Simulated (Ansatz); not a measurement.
# CH6NPSi2: the cost of one run

Program: Ansatz 0.2.0, driven from Python. Level of theory: B3LYP+D3(BJ)/cc-pVDZ. These are calculated values, not measurements.

### 1 The system

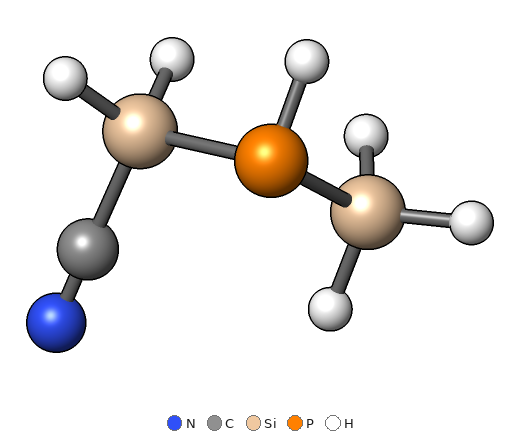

The starting structure, viewed from a chosen angle; nitrogen blue, carbon grey, silicon light orange, phosphorus orange, hydrogen white.

Input file ch6npsi2.xyz:

```xyz
11

N     2.97070    0.68050   -1.24300
C     2.20020   -0.01480   -0.72100
Si    0.94040   -1.12580    0.10400
P    -0.36050   -0.00190    1.50880
Si   -1.34600    1.17440   -0.07930
H     0.06050   -1.80650   -0.88240
H     1.59400   -2.19470    0.90440
H    -1.35980   -0.98660    1.67220
H    -2.48550    1.91010    0.51740
H    -1.84720    0.24620   -1.12050
H    -0.36680    2.11910   -0.66060
```

### 2 Script

Input file opt_ch6npsi2.py:

```python
import itertools
import warnings

import ansatz as az
from ase.data import atomic_numbers, covalent_radii
import numpy as np

warnings.simplefilter("ignore", az.DeckWarning)

mol = az.Crystal.molecule_from_extxyz("ch6npsi2.xyz")

setup = (
    mol.calculation()
    .basis(gaussian="cc-pVDZ")
    .functional("B3LYP", dispersion="d3bj")
    .scf(lower_state_search="off")
)
symbols = [site.symbol for site in mol.cartesian_sites]
start = np.array([site.position_ang for site in mol.cartesian_sites], dtype=float)
def progress(event):
    if event["event"] == "relax_step":
        row = event["data"]
        print(f"step {row['step']:3d}  E = {row['lagrangian_ev']:.6f} eV  largest force component {row['allowed_force_max_ev_ang']:.4f} eV/A")


summary = setup.relax(force_tolerance=0.01).session().plan().execute(on_event=progress).report
end = np.array(summary["positions_ang"])

print("reference energy %16.6f eV" % summary["reference_energy_ev"])
print("total energy     %16.6f eV" % summary["free_energy_ev"])
print("occupied orbitals outside the frozen core (up, down):", summary["n_occupied"], " frozen:", summary["n_frozen"], " virtual:", summary["n_virtual"])

radius = [covalent_radii[atomic_numbers[s]] for s in symbols]
span = lambda where, i, j: np.linalg.norm(where[i] - where[j])
bonded = [(i, j) for i, j in itertools.combinations(range(len(symbols)), 2) if min(span(start, i, j), span(end, i, j)) < 1.2 * (radius[i] + radius[j])]
print("pair        before    after (A)")
for i, j in bonded:
    print(f"{symbols[i]}{i}-{symbols[j]}{j}".ljust(10), f"{span(start, i, j):8.4f} {span(end, i, j):8.4f}")
for first, second in list(itertools.combinations(bonded, 2)):
    shared = set(first) & set(second)
    if shared and symbols[(j := shared.pop())] != "H":
        i, k = sorted((set(first) | set(second)) - {j})
        u, v = end[i] - end[j], end[k] - end[j]
        angle = np.degrees(np.arccos(np.clip(u @ v / np.linalg.norm(u) / np.linalg.norm(v), -1, 1)))
        print(f"final angle {symbols[i]}{i}-{symbols[j]}{j}-{symbols[k]}{k}: {angle:.2f} deg")
with open("ch6npsi2_opt.xyz", "w") as handle:
    handle.write(f"{len(symbols)}\nrelaxed CH6NPSi2\n")
    handle.writelines(f"{s:2s} {x:11.6f} {y:11.6f} {z:11.6f}\n" for s, (x, y, z) in zip(symbols, end))
```

### 3 What the engine is handed

The engine receives this input:

```yaml
crystal:
  periodic: [false, false, false]
  atoms:
    - { symbol: "N", position_ang: [2.9707, 0.6805, -1.243] }
    - { symbol: C, position_ang: [2.2002, -0.0148, -0.721] }
    - { symbol: Si, position_ang: [0.9404, -1.1258, 0.104] }
    - { symbol: P, position_ang: [-0.3605, -0.0019, 1.5088] }
    - { symbol: Si, position_ang: [-1.346, 1.1744, -0.0793] }
    - { symbol: H, position_ang: [0.0605, -1.8065, -0.8824] }
    - { symbol: H, position_ang: [1.594, -2.1947, 0.9044] }
    - { symbol: H, position_ang: [-1.3598, -0.9866, 1.6722] }
    - { symbol: H, position_ang: [-2.4855, 1.9101, 0.5174] }
    - { symbol: H, position_ang: [-1.8472, 0.2462, -1.1205] }
    - { symbol: H, position_ang: [-0.3668, 2.1191, -0.6606] }
basis:
  gaussian:
    orbitals: cc-pVDZ
hamiltonian:
  xc: b3lyp
  dispersion: d3bj
scf:
  lower_state_search: "off"
relax:
  f_tol: 0.01
```

### 4 Running it

Started as:

```sh
$ python opt_ch6npsi2.py
```

**Question.** How long does this script take on 1 thread of Intel Xeon Platinum 8488C (Sapphire Rapids), shared host, and how much memory does it need?

About 88 s, with a peak of 0.32 GiB.
